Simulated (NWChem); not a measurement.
**BPH3F3 (SMILES FB(F)(F)<-P): levels of theory compared**

We compute a comparison of 3 runs (HF/STO-3G, HF/3-21G, B3LYP/6-31G*) of BPH3F3. 

The calculation is run with NWChem 7.3.0.

## Step 1: The molecule

The species is BPH3F3 (8 atoms), meant as a singlet with charge 0. SMILES: `FB(F)(F)<-P`. Geometry: relaxed at GFN2-xTB.

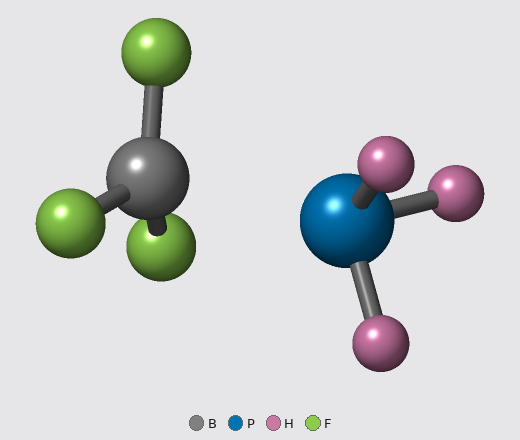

Viewed from a chosen angle; boron grey, phosphorus blue, hydrogen pink, fluorine green.

## Step 2: Energy and forces at HF/STO-3G (run 1)

test.nw reads:

```
echo
start test
memory 2200 mb
geometry units angstroms noautosym nocenter noautoz
   B     -0.005020     0.011020    -1.363340
   P      0.004360     0.015460     1.001600
   H      0.678700     0.966300     1.745120
   H      0.520230    -1.088110     1.656630
   H     -1.181560     0.074090     1.710490
   F      1.303260    -0.021200    -1.587530
   F     -0.635010     1.154450    -1.598850
   F     -0.684960    -1.112010    -1.564110
end
basis spherical bse
   * library STO-3G
end
scf
   thresh 1e-08
   maxiter 80
end
task scf gradient
```

The run is started by

```bash
$ nwchem test.nw > test.out
```

Standard output:

```text
[...]
  functions       =    32
[...]
  wavefunction    = RHF
[...]
         Total SCF energy =   -657.295452860008
      One-electron energy =  -1385.005588280024
      Two-electron energy =    494.452706090167
 Nuclear repulsion energy =    233.257429329848
        Time for solution =      1.1s
[...]
                         RHF ENERGY GRADIENTS
    atom               coordinates                        gradient
                 x          y          z           x          y          z
   1 B      -0.009486   0.020825  -2.576339   -0.000355   0.000790   0.025397
   2 P       0.008239   0.029215   1.892750    0.000032   0.001280  -0.026538
   3 H       1.282557   1.826042   3.297799    0.001738   0.002185   0.003622
   4 H       0.983092  -2.056230   3.130577    0.001414  -0.003311   0.003204
   5 H      -2.232825   0.140010   3.232357   -0.003181  -0.000085   0.003443
   6 F       2.462804  -0.040062  -2.999997   -0.003277   0.000021  -0.003018
   7 F      -1.199995   2.181594  -3.021388    0.001933  -0.003568  -0.003151
   8 F      -1.294387  -2.101394  -2.955739    0.001696   0.002688  -0.002959
[...]
```

It took 2 s on 1 thread of Intel Xeon Platinum 8559C (Emerald Rapids), shared host; peak memory 0.099 GiB.

## Step 3: Energy and forces at HF/3-21G (run 2)

calc.nw reads:

```
start calc
title "BF3H3P"
memory total 2200 mb

geometry units angstroms noautosym nocenter noautoz
  B     -0.005020     0.011020    -1.363340
  P      0.004360     0.015460     1.001600
  H      0.678700     0.966300     1.745120
  H      0.520230    -1.088110     1.656630
  H     -1.181560     0.074090     1.710490
  F      1.303260    -0.021200    -1.587530
  F     -0.635010     1.154450    -1.598850
  F     -0.684960    -1.112010    -1.564110
end

basis spherical bse
  * library 3-21G
end

scf
  thresh 1e-08
  maxiter 80
end

task scf gradient
```

The run is started by

```bash
$ nwchem calc.nw > calc.out
```

Standard output:

```text
[...]
  functions       =    55
[...]
  wavefunction    = RHF
[...]
         Total SCF energy =   -662.167504900945
      One-electron energy =  -1385.263344893768
      Two-electron energy =    489.838410662975
 Nuclear repulsion energy =    233.257429329848
        Time for solution =      1.5s
[...]
                         RHF ENERGY GRADIENTS
    atom               coordinates                        gradient
                 x          y          z           x          y          z
   1 B      -0.009486   0.020825  -2.576339   -0.000439   0.000008   0.008873
   2 P       0.008239   0.029215   1.892750    0.000038   0.000699  -0.013566
   3 H       1.282557   1.826042   3.297799   -0.008271  -0.012168  -0.001306
   4 H       0.983092  -2.056230   3.130577   -0.006309   0.012988  -0.000763
   5 H      -2.232825   0.140010   3.232357    0.014535  -0.001002  -0.001133
   6 F       2.462804  -0.040062  -2.999997   -0.027944   0.000848   0.002706
   7 F      -1.199995   2.181594  -3.021388    0.013899  -0.025214   0.003261
   8 F      -1.294387  -2.101394  -2.955739    0.014491   0.023841   0.001929
[...]
```

Run time: 2.5 s. Hardware: 1 thread of Intel Xeon Platinum 8559C (Emerald Rapids), shared host; peak memory 0.1 GiB.

## Step 4: Energy and forces at B3LYP/6-31G(d) (Cartesian functions) (run 3)

run.py reads:

```python
from ase import Atoms
from ase.calculators.nwchem import NWChem

molecule = Atoms(['B', 'P', 'H', 'H', 'H', 'F', 'F', 'F'], positions=[
    [-0.005020, 0.011020, -1.363340],
    [0.004360, 0.015460, 1.001600],
    [0.678700, 0.966300, 1.745120],
    [0.520230, -1.088110, 1.656630],
    [-1.181560, 0.074090, 1.710490],
    [1.303260, -0.021200, -1.587530],
    [-0.635010, 1.154450, -1.598850],
    [-0.684960, -1.112010, -1.564110],
])

calc = NWChem(
    label='struct',
    theory='dft',
    memory='2200 mb',
    basis='6-31G*',
    dft={'xc': 'b3lyp', 'mult': '1', 'grid': 'xfine', 'convergence': 'energy 1e-08', 'iterations': '100', 'mulliken': None},
)
molecule.calc = calc

forces = molecule.get_forces()
print(f"energy = {molecule.get_potential_energy():.6f} eV")
print("forces (eV/A):")
for s, f in zip(molecule.symbols, forces):
    print(f"{s:2s} {f[0]:10.5f} {f[1]:10.5f} {f[2]:10.5f}")
print("dipole (e A):", molecule.get_dipole_moment().round(4))
```

The run is started by

```bash
$ export ASE_NWCHEM_COMMAND="nwchem PREFIX.nwi > PREFIX.nwo"
$ python run.py
```

Standard output:

```text
energy = -18168.771000 eV
forces (eV/A):
B     0.01676    0.01373   -0.41086
P    -0.00561   -0.01270   -0.49715
H     0.40572    0.58899    0.30612
H     0.30874   -0.64031    0.26513
H    -0.71009    0.04242    0.29100
F     0.85515   -0.02844    0.01270
F    -0.42392    0.77005   -0.00432
F    -0.44675   -0.73374    0.03738
dipole (e A): [ 0.0024 -0.0012  0.7617]
```

The calculator wrote struct.nwi:

```
title "struct"

permanent_dir struct

scratch_dir struct

start struct

geometry units angstrom nocenter noautosym noautoz
  B  -5.0200000000000002e-03 1.1020000000000000e-02 -1.3633400000000000e+00
  P  4.3600000000000002e-03 1.5460000000000000e-02 1.0016000000000000e+00
  H  6.7869999999999997e-01 9.6630000000000005e-01 1.7451200000000000e+00
  H  5.2022999999999997e-01 -1.0881099999999999e+00 1.6566300000000000e+00
  H  -1.1815599999999999e+00 7.4090000000000003e-02 1.7104900000000001e+00
  F  1.3032600000000001e+00 -2.1200000000000000e-02 -1.5875300000000001e+00
  F  -6.3500999999999996e-01 1.1544500000000000e+00 -1.5988500000000001e+00
  F  -6.8496000000000001e-01 -1.1120099999999999e+00 -1.5641099999999999e+00
end

memory 2200 mb

basis noprint
   * library 6-31G*
end

dft
  xc b3lyp
  mult 1
  grid xfine
  convergence energy 1e-08
  iterations 100
  mulliken
end

task dft gradient
```

struct.nwo:

```text
Northwest Computational Chemistry Package (NWChem) 7.3.0
             --------------------------------------------------------

           Job information
           ---------------

    nwchem branch   = 7.3.0
    use scalapack   = T
    input           = struct.nwi
    prefix          = struct.
    data base       = struct/struct.db
    status          = startup
    nproc           =        1

           Memory information
           ------------------

    heap     =     72089598 doubles =      550.0 Mbytes
    stack    =     72089595 doubles =      550.0 Mbytes
    global   =    144179200 doubles =     1100.0 Mbytes (distinct from heap & stack)
    total    =    288358393 doubles =     2200.0 Mbytes
    verify   = yes
    hardfail = no

[... 102 lines left out ...]
  convergence criterion.
[... 41 lines left out ...]
          Spatial weights used:  Erf1
[... 79 lines left out ...]
         Total DFT energy =     -667.690024441979
[... 3 lines left out ...]
 Nuclear repulsion energy =      233.257429329848
[... 661 lines left out ...]
          Convergence on gradient requested:  5.00D-04
[... 28 lines left out ...]
          total energy or number of iterations.
[... 26 lines left out ...]
                         DFT ENERGY GRADIENTS

    atom               coordinates                        gradient
                 x          y          z           x          y          z
   1 B      -0.009486   0.020825  -2.576339   -0.000326  -0.000267   0.007990
   2 P       0.008239   0.029215   1.892750    0.000109   0.000247   0.009668
   3 H       1.282557   1.826042   3.297799   -0.007890  -0.011454  -0.005953
[... 4 lines of this table left out ...]
   8 F      -1.294387  -2.101394  -2.955739    0.008688   0.014269  -0.000727

                 ----------------------------------------
                 |  Time  |  1-e(secs)   |  2-e(secs)   |
                 ----------------------------------------
                 |  CPU   |       0.01   |       2.49   |
                 ----------------------------------------
                 |  WALL  |       0.01   |       2.49   |
                 ----------------------------------------

 Task  times  cpu:       31.2s     wall:       31.2s
 Total times  cpu:       31.2s     wall:       31.2s
```

Run time: 32 s. Hardware: 1 thread of Intel Xeon Platinum 8559C (Emerald Rapids), shared host; peak memory 0.15 GiB.

## Step 5: The series

```csv
run,level,Cartesian functions,iteration cap,energy (Eh),dipole moment (D),HOMO energy (eV),LUMO energy (eV),wall time
1,HF/STO-3G,no,80,-657.295453,3.74,-9.26,11.21,2 s
2,HF/3-21G,no,80,-662.167505,4.10,-12.20,4.16,2.5 s
3,B3LYP/6-31G* (Cartesian functions),yes,100,-667.690024,3.66,-8.50,0.35,32 s
```

## Step 6: Outcome

| quantity | value |
| --- | --- |
| run 3: total energy | -667.69002 Eh |
| run 3: dipole moment | 3.66 D |
| run 3: HOMO energy | -8.50 eV |
| run 3: LUMO energy | 0.35 eV |
| run 3: HOMO–LUMO gap | 8.85 eV |
| run 3: largest force on an atom | 0.879 eV/Å |

What this shows: The dipole moment (its size) runs from 3.66 D (B3LYP/6-31G*) to 4.10 D (HF/3-21G). The two ends differ in method and basis. The HOMO–LUMO gap runs from 8.85 eV (B3LYP/6-31G*) to 20.47 eV (HF/STO-3G). In run 1 the basis is minimal, so the values are rough. All runs together took 37 s, the longest 32 s.
